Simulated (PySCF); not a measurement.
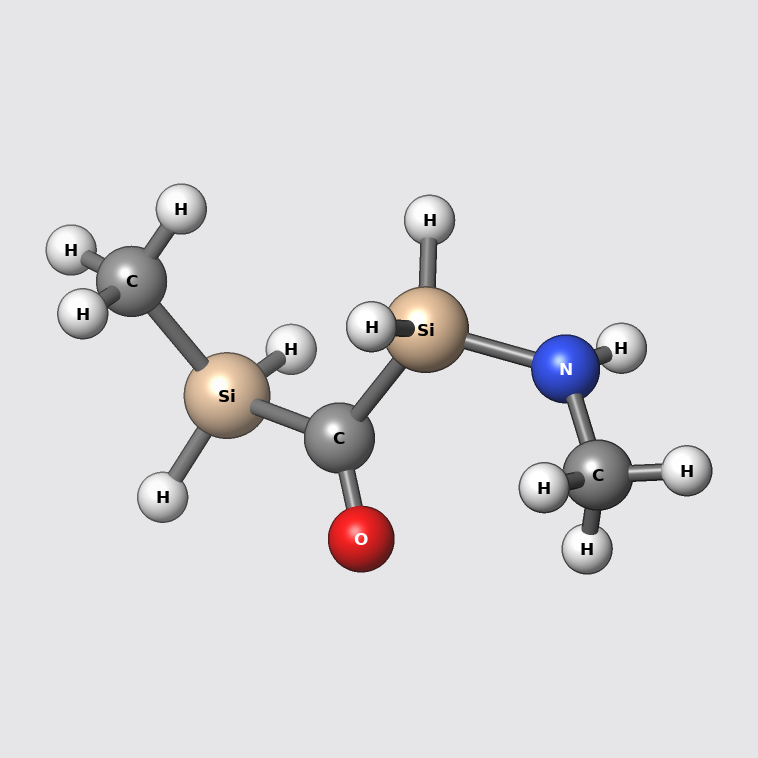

The picture shows a molecular structure as a ball-and-stick model. Every bond is drawn as one stick, whatever its order.

Computed geometry: GFN2-xTB optimisation. No frequency run is at hand to confirm it as a minimum.

> What is the molecular formula?

C₃H₁₁NOSi₂, 18 atoms: 3 carbon, 11 hydrogen, 1 nitrogen, 1 oxygen and 2 silicon.

> Does it have rings?

It has no ring.

> Give the symmetry (Schoenflies symbol).

C1.

> Name functional groups in it.

Among them: Si–H bond, Si–N bond.

> Write the SMILES.

CN[SiH2]C(=O)[SiH2]C

More results for the same structure follow; atom numbers are the same in all pictures, views and colours differ.

Shape

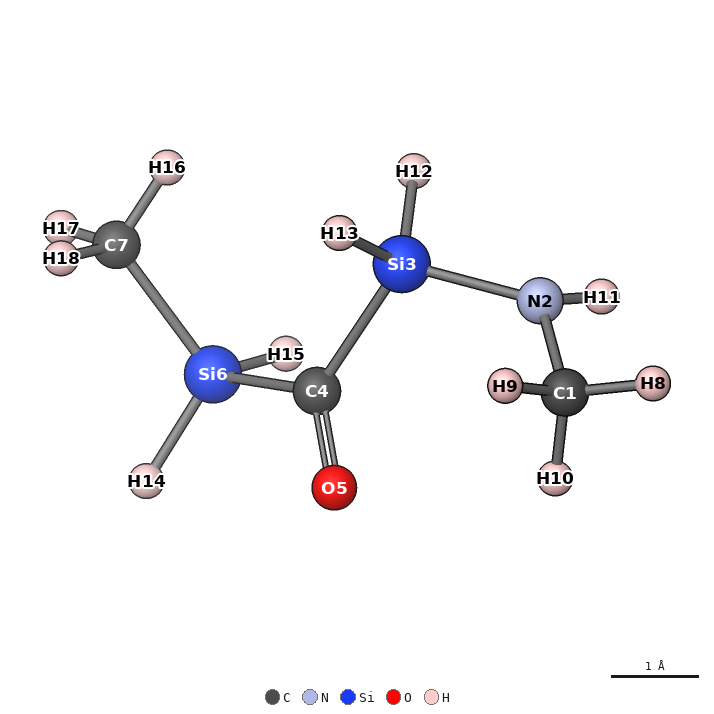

Numbered structure. No frequency run is at hand to confirm it as a minimum.

Give the bond lengths. Leave out bonds to hydrogen.

```csv
bond,length (Å),order
C1–N2,1.448,single
N2–Si3,1.718,single
Si3–C4,1.947,single
C4–O5,1.221,double
C4–Si6,1.934,single
Si6–C7,1.897,single
```

Dipole moment

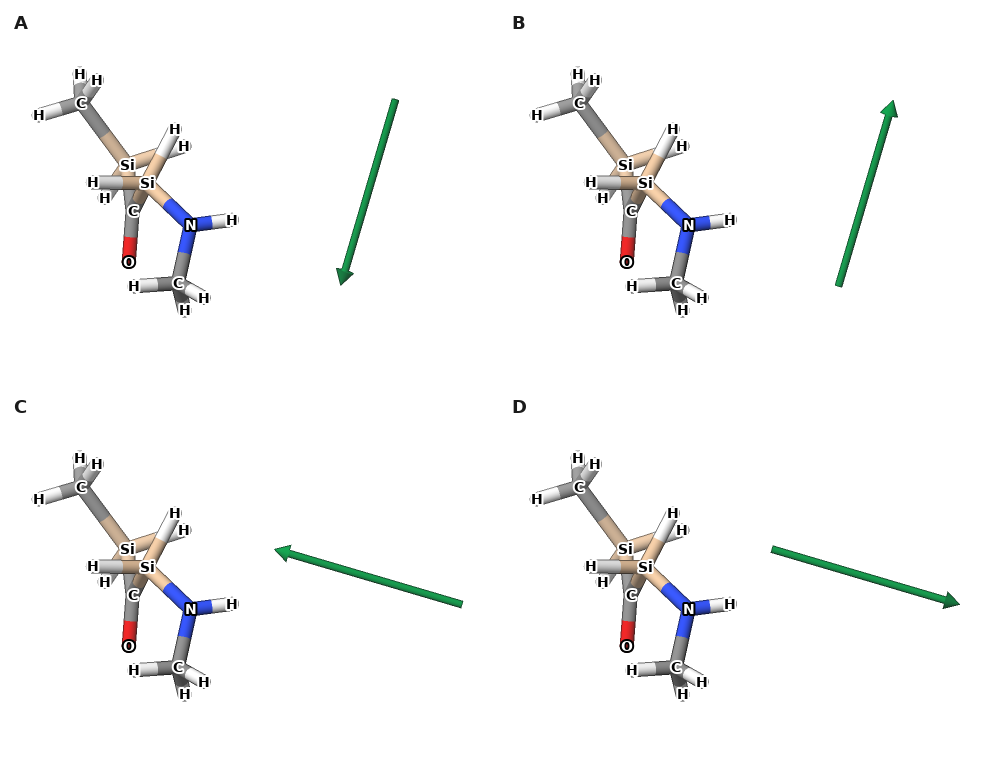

The same molecule four times, each with an arrow. No frequency run is at hand to confirm it as a minimum. Method: B3LYP/def2-SVPD, gas phase (PySCF 2.14.0).

> Which arrow points along the dipole moment, from the negative to the positive end?

B. The dipole moment is 1.84 D.

Polarisability

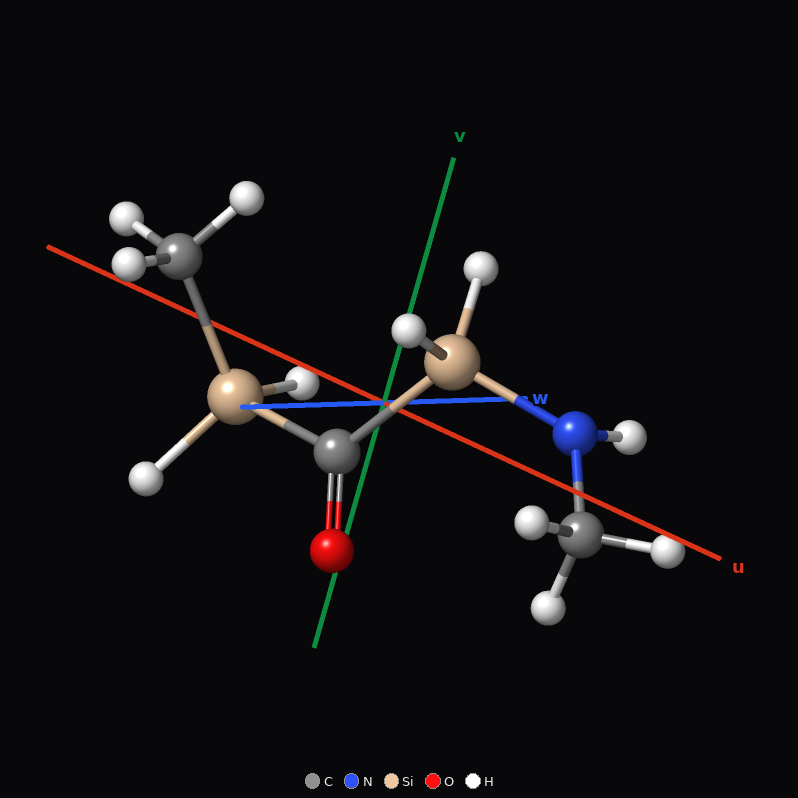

The lines u, v and w are the principal axes of the static dipole polarisability. No frequency run is at hand to confirm it as a minimum. Computed with B3LYP/def2-SVPD (PySCF 2.14.0).

> Along which axis is the molecule most polarisable, and along which least?

Most along u, least along w.

> Give the three principal values.

u 127.0, v 100.3, w 85.2 bohr³; mean 104.2, anisotropy 36.7 bohr³.

Excitation

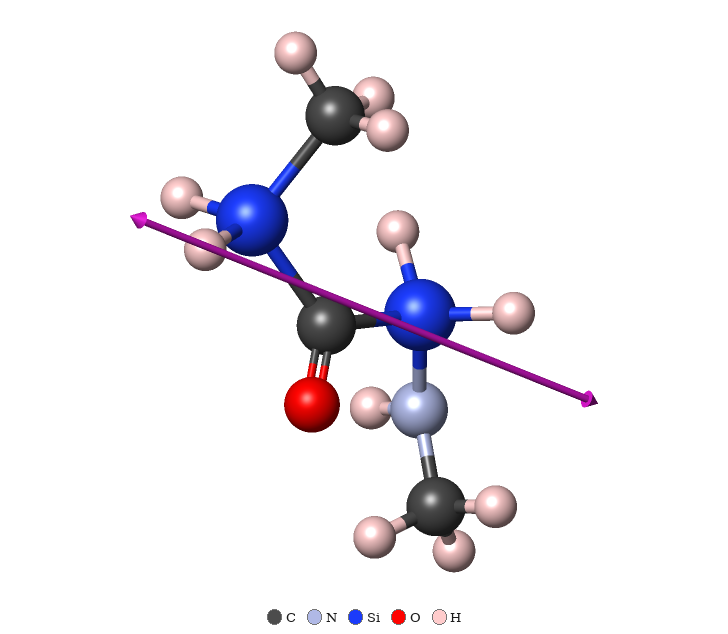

The double arrow shows the direction of the transition dipole to excited singlet state 6 (its length means nothing). No frequency run is at hand to confirm it as a minimum. Method: TDDFT B3LYP/def2-SVPD, vertical, gas phase, core orbitals frozen in the response (PySCF 2.14.0).

> Where does the transition lie, and how strong is it?

5.94 eV (209 nm), oscillator strength 0.070, mainly HOMO → LUMO+4 (weight 0.74); transition dipole 1.76 D.

The geometry is semi-empirical. Around Si such bond lengths and angles can be off by a tenth of an ångström or more and by several degrees, and values that hang on the shape move with them.
